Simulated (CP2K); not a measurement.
**CH9BOSi2 (SMILES [SiH3]BCO[SiH3]): MNDO**

What is the energy difference between two shapes of CH9BOSi2 at MNDO? 

The results are computed with CP2K 2026.2.

3 further runs of the same task are left out: 1 that didn't finish, 2 set aside as unsound or not needed.

**1. The system as given**

CH9BOSi2 has 14 atoms, charge 0, and is taken as a singlet. As SMILES, `[SiH3]BCO[SiH3]`. Geometry: relaxed at GFN2-xTB. This is one conformer, not always the lowest.

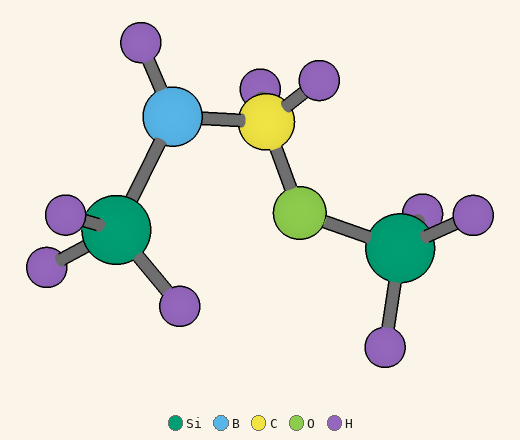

Viewed from a chosen angle; silicon teal, boron blue, carbon yellow, oxygen green, hydrogen purple.

**2. Energy and gradient at MNDO**

File job.inp:

```
&GLOBAL
  PROJECT_NAME job
  RUN_TYPE ENERGY_FORCE
  PRINT_LEVEL MEDIUM
&END

&FORCE_EVAL
  METHOD Quickstep
  &DFT
    &QS
      METHOD MNDO
      EPS_DEFAULT 1.0E-10
      &SE
        &COULOMB
          CUTOFF [angstrom] 50
          RC_RANGE [angstrom] 0
        &END
        &EXCHANGE
          CUTOFF [angstrom] 50
          RC_RANGE [angstrom] 0
        &END
      &END
    &END
    &POISSON
      PERIODIC NONE
      POISSON_SOLVER ANALYTIC
    &END
    &SCF
      SCF_GUESS ATOMIC
      EPS_SCF 1.0E-07
      MAX_SCF 100
      ADDED_MOS 8
      &DIAGONALIZATION
        ALGORITHM STANDARD
      &END
      &MIXING
        METHOD DIRECT_P_MIXING
        ALPHA 0.4
      &END
    &END
    &PRINT
      &MOMENTS
        PERIODIC F
        REFERENCE COM
        MAX_MOMENT 1
      &END
      &MO ON
        ENERGIES T
        OCCUPATION_NUMBERS T
        NDIGITS 6
        &EACH
          QS_SCF 0
        &END
        ADD_LAST NUMERIC
      &END
      &HIRSHFELD OFF
      &END
    &END
  &END
  &SUBSYS
    &CELL
      ABC 17.8 17.1 15.2
      PERIODIC NONE
    &END
    &COORD
      UNIT bohr
      Si    -4.1756144     1.3818244     0.7352546
      B     -0.7917008     2.7368714     1.3885708
      C      1.6025633     1.2305897     0.4954106
      O      1.0271039    -1.0037847    -0.8555735
      Si     2.8403717    -3.3317572    -1.6430980
      H     -6.0128251     2.0276761     2.7301440
      H     -5.2646636     2.4420364    -1.5990485
      H     -4.3627729    -1.3708262     0.4820502
      H     -0.3880364     4.6550380     2.4200778
      H      2.8335120     2.4159771    -0.6934728
      H      2.7826028     0.7481993     2.1432329
      H      3.9494142    -4.5311664     0.6013109
      H      4.9438070    -2.4949865    -3.2492707
      H      1.0161813    -4.9056534    -2.9555695
    &END
    &TOPOLOGY
      &CENTER_COORDINATES
      &END
    &END
  &END
  &PRINT
    &FORCES ON
    &END
  &END
&END
```

Started as:

```
$ OMP_NUM_THREADS=1 cp2k.psmp job.inp > job.out
```

What it wrote:

```text
CP2K| version string:                                       CP2K version 2026.2
[...]
 GLOBAL| Method name                                                        CP2K
[...]
 GLOBAL| Run type                                                   ENERGY_FORCE
[...]
                             - Atoms:                                         14
[...]
                             - Spherical basis functions:                     29
[...]
 Number of electrons:                                                         30
[...]
     1 P_Mix/Diag. 0.40E+00    0.0     0.77950650       -22.6065171433 -2.26E+01
[...]
    19 DIIS/Diag.  0.13E-06    0.0     0.00000008       -30.2509895855 -3.20E-13
  *** SCF run converged in    19 steps ***
  Core-core repulsion energy [eV]:                           2046.14889563180600
  Core Hamiltonian energy [eV]:                             -1225.25622810790878
  Two-electron integral energy [eV]:                        -3288.12791435079862
  Electronic energy [eV]:                                   -2869.32018528330809
  Total energy [eV]:                                         -823.17128965150209
  Atomic reference energy [eV]:                               821.13278933803178
  Heat of formation [kcal/mol]:                               -47.00893770863259
[...]
 SE_DIPOLE| Moment [Debye]         -1.48637130      -0.30074397      -0.41511658
 SE_DIPOLE| Derivative [a.u.]       0.00000000       0.00000000       0.00000000
 ENERGY| Total FORCE_EVAL ( QS ) energy [hartree]            -30.250989585491808
 FORCES| Atomic forces [hartree/bohr]
 FORCES|   Atom     x               y               z               |f|
 FORCES|      1 -3.48977103E-02 -5.72032477E-03 -5.71257579E-03   3.58218623E-02
 FORCES|      2 -1.60162600E-02 -1.09653248E-02 -5.75562227E-03   2.02456445E-02
 FORCES|      3 -1.84646938E-02 -2.80263530E-02 -1.80016657E-02   3.80851854E-02
 FORCES|      4 -3.96096309E-03  5.10916677E-02  2.64799981E-02   5.76822159E-02
 FORCES|      5  2.31286781E-02 -3.85639138E-02 -1.45177052E-02   4.72533064E-02
 FORCES|      6  2.45410460E-02 -5.62041353E-03 -2.01456997E-02   3.22443980E-02
 FORCES|      7  1.68080954E-02 -9.72436311E-03  2.60989663E-02   3.25304681E-02
 FORCES|      8  4.74762277E-03  3.01787837E-02  4.79062515E-03   3.09232760E-02
 FORCES|      9  3.09437431E-03 -6.85161513E-03 -3.67222931E-03   8.36690208E-03
 FORCES|     10  7.12293766E-03  1.47734383E-02 -1.07210990E-02   1.95942003E-02
 FORCES|     11  6.81297128E-03 -2.47986066E-03  1.83180755E-02   1.97007152E-02
 FORCES|     12 -1.21554059E-02  1.23849464E-02 -2.34659707E-02   2.91854857E-02
 FORCES|     13 -2.26890129E-02 -8.32741076E-03  1.65699537E-02   2.93035909E-02
[...]
```

It took 0.44 s on 1 thread of Arm Neoverse N1, shared host; peak memory 0.14 GiB.

**3. The distorted shape, same level**

File mol.inp:

```
&global
    project mol
    run_type ENERGY_FORCE
    print_level MEDIUM
&end global

&force_eval
    method QS
    &dft
        &qs
            method MNDO
            eps_default 1.0E-10
            &se
                &coulomb
                    cutoff [angstrom] 50
                    rc_range [angstrom] 0
                &end coulomb
                &exchange
                    cutoff [angstrom] 50
                    rc_range [angstrom] 0
                &end exchange
            &end se
        &end qs
        &poisson
            periodic NONE
            poisson_solver ANALYTIC
        &end poisson
        &scf
            scf_guess ATOMIC
            eps_scf 1.0E-07
            max_scf 100
            added_mos 8
            &diagonalization
                algorithm STANDARD
            &end diagonalization
            &mixing
                method DIRECT_P_MIXING
                alpha 0.4
            &end mixing
        &end scf
        &print
            &moments
                periodic F
                reference COM
                max_moment 1
            &end moments
            &mo ON
                energies T
                occupation_numbers T
                ndigits 6
                &each
                    qs_scf 0
                &end each
                add_last NUMERIC
            &end mo
            &hirshfeld OFF
            &end hirshfeld
        &end print
    &end dft
    &subsys
        &cell
            abc 17.7 17.1 15.1
            periodic NONE
        &end cell
        &coord
            UNIT bohr
            Si    -4.2605387     1.1220570     0.8116034
            B     -0.7553821     2.9892670     0.9815483
            C      1.6514581     1.3072464     0.8579659
            O      1.0005684    -0.9686301    -0.7143675
            Si     2.9129996    -3.3698711    -1.4840851
            H     -5.8237693     2.0602928     2.8232981
            H     -5.1993811     2.4332378    -1.3824121
            H     -4.1491753    -1.2837382     0.5968284
            H     -0.2469948     4.6479836     2.6185614
            H      2.6880523     2.2679888    -0.8997761
            H      2.6451536     0.7818647     2.2940330
            H      3.8995103    -4.7025003     0.4863531
            H      5.0089553    -2.7503641    -3.0852878
            H      0.9404770    -4.9036201    -2.8982767
        &end coord
        &topology
            &center_coordinates
            &end center_coordinates
        &end topology
    &end subsys
    &print
        &forces ON
        &end forces
    &end print
&end force_eval
```

Started as:

```
$ OMP_NUM_THREADS=1 cp2k.psmp mol.inp > mol.out
```

What it wrote:

```text
CP2K| version string:                                       CP2K version 2026.2
[...]
 GLOBAL| Method name                                                        CP2K
[...]
 GLOBAL| Run type                                                   ENERGY_FORCE
[...]
                             - Atoms:                                         14
[...]
                             - Spherical basis functions:                     29
[...]
 Number of electrons:                                                         30
[...]
     1 P_Mix/Diag. 0.40E+00    0.0     0.75606918       -22.6156176352 -2.26E+01
[...]
    19 DIIS/Diag.  0.87E-07    0.0     0.00000007       -30.1728217456 -1.28E-13
  *** SCF run converged in    19 steps ***
  Core-core repulsion energy [eV]:                           2037.21295504893988
  Core Hamiltonian energy [eV]:                             -1224.13561693500037
  Two-electron integral energy [eV]:                        -3268.24314533556162
  Electronic energy [eV]:                                   -2858.25718960278118
  Total energy [eV]:                                         -821.04423455384119
  Atomic reference energy [eV]:                               821.13278933803178
  Heat of formation [kcal/mol]:                                 2.04212199836872
[...]
 SE_DIPOLE| Moment [Debye]         -0.56427623       0.68022069      -1.02419368
 SE_DIPOLE| Derivative [a.u.]       0.00000000       0.00000000       0.00000000
 ENERGY| Total FORCE_EVAL ( QS ) energy [hartree]            -30.172821745558529
 FORCES| Atomic forces [hartree/bohr]
 FORCES|   Atom     x               y               z               |f|
 FORCES|      1  9.57065754E-03  1.00713663E-01 -2.15687875E-02   1.03441056E-01
 FORCES|      2 -2.27554728E-02 -1.85577234E-02  8.87277038E-02   9.34601844E-02
 FORCES|      3 -7.95089080E-02 -1.83413255E-02 -2.29670157E-01   2.43734388E-01
 FORCES|      4  2.86330607E-02  2.96796241E-02  5.42352051E-02   6.81336167E-02
 FORCES|      5 -3.59600650E-02 -1.05345322E-02 -3.91946890E-02   5.42247756E-02
 FORCES|      6  1.56190683E-02 -1.28671035E-02 -1.10152594E-02   2.30402601E-02
 FORCES|      7  1.64569287E-03 -1.76038189E-02  1.49334886E-02   2.31432890E-02
 FORCES|      8 -5.29774996E-04 -3.86782692E-02  1.26215405E-03   3.87024831E-02
 FORCES|      9 -1.12846405E-02 -1.54751214E-02 -4.39786014E-02   4.79681131E-02
 FORCES|     10  4.55287576E-03  1.09959338E-02  4.15896060E-02   4.32589247E-02
 FORCES|     11  7.30535624E-02 -2.68667586E-02  1.06771051E-01   1.32131385E-01
 FORCES|     12  1.13791412E-04  8.10423986E-04  8.23030788E-03   8.27089495E-03
 FORCES|     13 -1.62641055E-02  1.00934719E-03  1.17505897E-02   2.00902033E-02
[...]
```

Wall time 0.44 s (1 thread of Arm Neoverse N1, shared host); peak memory 0.14 GiB.

**4. What came out**

Level: MNDO.

```
                                                  quantity           value
                                 first shape: total energy    -30.25099 Eh
                                first shape: dipole moment          1.57 D
                                  first shape: HOMO energy       -10.51 eV
                                  first shape: LUMO energy         0.13 eV
                                first shape: HOMO–LUMO gap        10.63 eV
    first shape: heat of formation at this unrelaxed shape  -47.0 kcal/mol
                     first shape: largest force on an atom      2.966 eV/Å
                             distorted shape: total energy    -30.17282 Eh
                            distorted shape: dipole moment          1.35 D
                              distorted shape: HOMO energy        -9.81 eV
                              distorted shape: LUMO energy        -0.05 eV
                            distorted shape: HOMO–LUMO gap         9.76 eV
distorted shape: heat of formation at this unrelaxed shape    2.0 kcal/mol
                 distorted shape: largest force on an atom     12.533 eV/Å
                    energy change with the atoms displaced        2.127 eV
```

With the atoms displaced the energy rises by 2.13 eV (205 kJ/mol). The first shape isn't relaxed at this level, so the change isn't measured from a minimum. The largest force (first shape) is 2.97 eV/Å: the shape isn't a stationary point for this species at this level.
